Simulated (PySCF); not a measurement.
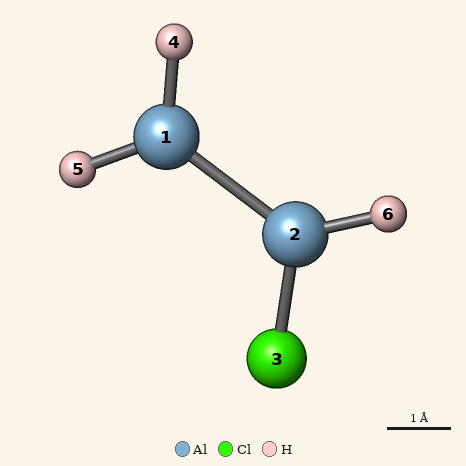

Numbered structure. The geometry was computed by an optimisation with PBE0-D4/def2-TZVP. No frequency run is at hand to confirm it as a minimum.

Which atoms are bonded, and how long are the bonds?

```tsv
bond	length (Å)
Al1–Al2	2.601
Al1–H4	1.593
Al1–H5	1.590
Al2–Cl3	2.114
Al2–H6	1.588
```
